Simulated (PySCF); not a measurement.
# Spin–spin coupling calculation of C3H2FN3

System: C3H2FN3, SMILES Fc1cnnnc1.
Method: PBE0/pcSseg-1 indirect spin-spin coupling, non-relativistic, gas phase (PySCF 2.14.0).

The geometry comes from this level: GFN2-xTB. It belongs to a series of runs on one base structure; here: PBE0/pcSseg-1; conv 1e-08. Figures and captions count atoms from 1; the log counts them from 0 in places.

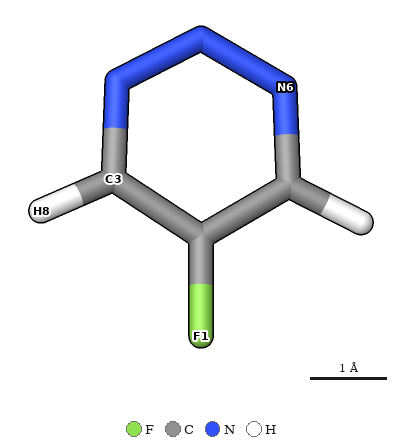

*The structure (stick view, seen at a tilt; atoms are numbered from 1 in the order of the input).*

Bond lengths as drawn: C–C 1.39 Å, C–F 1.33 Å, C–H 1.08 Å, C–N 1.32 Å and N–N 1.29 Å.

### Key numbers

```json
{"quantity": "outcome", "value": "converged"}
{"quantity": "total energy", "value": "−379.075250 hartree"}
{"quantity": "HOMO", "value": "−7.60 eV"}
{"quantity": "LUMO", "value": "−2.14 eV"}
{"quantity": "dipole moment", "value": "3.65 D"}
{"quantity": "hardware", "value": "1 CPU thread, shared host"}
{"quantity": "wall time", "value": "23 s"}
{"quantity": "peak memory", "value": "0.6 GiB"}
```

Settings chosen away from the usual ones: PBE0/pcSseg-1; conv 1e-08.

### The input
```
{"job": {"kind": "j", "xc": "PBE0", "basis": "pcSseg-1", "scf": {"conv": 1e-08}}, "charge": 0, "multiplicity": 1}
F      0.313336     2.075390     0.569898
C      0.120853     0.795194     0.245708
C     -1.151128     0.239997     0.180885
N     -1.291433    -1.035791    -0.146920
N     -0.264566    -1.768858    -0.404726
N      0.940453    -1.316820    -0.360867
C      1.182036    -0.053401    -0.044405
H     -2.049583     0.803251     0.387420
H      2.213594     0.267031    -0.024933
```

The first line tells a small driver script what to run in PySCF; the rest is the geometry in Å.

Launch command:
```bash
OMP_NUM_THREADS=1 python <driver script> task.json out
```

### Log
```
final grid: 88952 points
cycle   1  E = -379.0266360521  dE =  1.469e+00  |g| = 5.207e-01  |ddm| = 3.125e+00
cycle   2  E = -378.9936577827  dE =  3.298e-02  |g| = 6.839e-01  |ddm| = 9.414e-01
cycle   3  E = -379.0725628582  dE = -7.891e-02  |g| = 1.156e-01  |ddm| = 5.559e-01
cycle   4  E = -379.0746438815  dE = -2.081e-03  |g| = 4.967e-02  |ddm| = 1.002e-01
cycle   5  E = -379.0752230690  dE = -5.792e-04  |g| = 1.124e-02  |ddm| = 5.269e-02
cycle   6  E = -379.0752458629  dE = -2.279e-05  |g| = 4.135e-03  |ddm| = 1.055e-02
cycle   7  E = -379.0752494927  dE = -3.630e-06  |g| = 8.461e-04  |ddm| = 3.462e-03
cycle   8  E = -379.0752496416  dE = -1.488e-07  |g| = 1.857e-04  |ddm| = 6.804e-04
cycle   9  E = -379.0752496466  dE = -4.997e-09  |g| = 1.145e-04  |ddm| = 2.293e-04
cycle  10  E = -379.0752496492  dE = -2.693e-09  |g| = 1.740e-05  |ddm| = 9.324e-05
converged SCF energy = -379.0752496492

Indirect spin-spin couplings (Hz)
  i      j    bonds     total        FC       PSO       DSO        SD
  0 F    1 C    1   -265.404  -243.836   -22.829     0.941     0.320
  0 F    2 C    2      6.142    21.225   -19.372    -0.110     4.400
  0 F    3 N    3     -0.913     6.155    -6.510     0.155    -0.713
  0 F    4 N    4    -32.412   -16.026    -8.300     0.154    -8.240
  0 F    5 N    3     -0.921     6.151    -6.513     0.155    -0.715
  0 F    6 C    2      6.184    21.267   -19.371    -0.110     4.398
  0 F    7 H    3     -4.038    -0.558    -2.601    -0.280    -0.600
  0 F    8 H    3     -4.012    -0.532    -2.600    -0.280    -0.600
  1 C    2 C    1     80.851    85.668    -6.690     0.339     1.535
  1 C    3 N    2      2.546     2.622    -0.631    -0.005     0.560
  1 C    4 N    3    -17.433   -15.343    -0.420    -0.003    -1.667
  1 C    5 N    2      2.541     2.617    -0.631    -0.005     0.560
  1 C    6 C    1     80.841    85.658    -6.690     0.339     1.535
  1 C    7 H    2     -2.157    -1.297    -0.678    -0.202     0.019
  1 C    8 H    2     -2.153    -1.293    -0.677    -0.202     0.019
  2 C    3 N    1     -1.067    -7.123     6.721    -0.105    -0.560
  2 C    4 N    2      2.323     1.887    -0.192     0.026     0.602
  2 C    5 N    3    -11.505    -8.971    -1.014     0.011    -1.530
  2 C    6 C    2     -2.021    -2.569     1.089     0.013    -0.553
  2 C    7 H    1    187.987   187.013    -0.469     1.046     0.396
  2 C    8 H    3      2.663     2.609     0.639    -0.524    -0.060
  3 N    4 N    1    -21.673   -15.599    -6.007     0.042    -0.109
  3 N    5 N    2      0.440     0.781    -0.043    -0.016    -0.282
  3 N    6 C    3    -11.504    -8.970    -1.014     0.011    -1.530
  3 N    7 H    2     -7.697    -9.185     1.371     0.108     0.009
  3 N    8 H    4      0.660     0.765    -0.380     0.221     0.055
  4 N    5 N    1    -21.681   -15.607    -6.006     0.042    -0.109
  4 N    6 C    2      2.332     1.896    -0.192     0.026     0.602
  4 N    7 H    3     -3.086    -3.335    -0.044     0.261     0.032
  4 N    8 H    3     -3.089    -3.337    -0.044     0.261     0.032
  5 N    6 C    1     -1.067    -7.125     6.722    -0.105    -0.560
  5 N    7 H    4      0.660     0.764    -0.380     0.221     0.055
  5 N    8 H    2     -7.700    -9.189     1.371     0.108     0.009
  6 C    7 H    3      2.667     2.612     0.639    -0.524    -0.060
  6 C    8 H    1    188.024   187.051    -0.469     1.046     0.396
  7 H    8 H    4      2.566     2.854     1.811    -2.127     0.028
```
